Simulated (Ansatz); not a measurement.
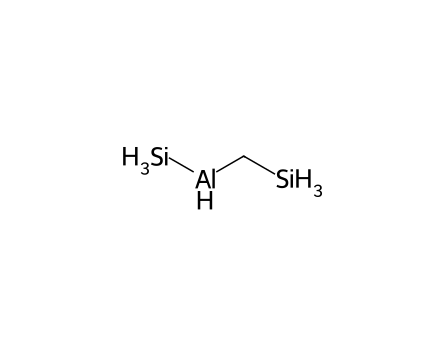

The drawing above gives the connectivity. Computed geometry: PBE0-D4/def2-TZVP optimisation. No frequency run is at hand to confirm it as a minimum.

What does the molecule look like in three dimensions?

The molecule is CH9AlSi2. SMILES: `[SiH3][CH2][AlH][SiH3]`. Among its groups: Si–H bond. Coordination: 2 Si tetrahedral; 1 C tetrahedral; 1 Al trigonal planar.

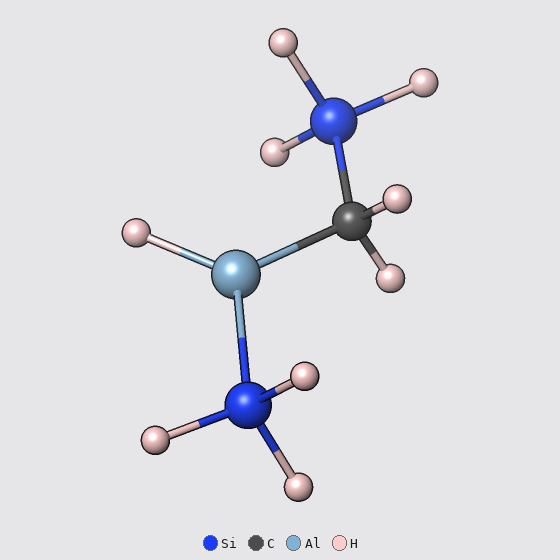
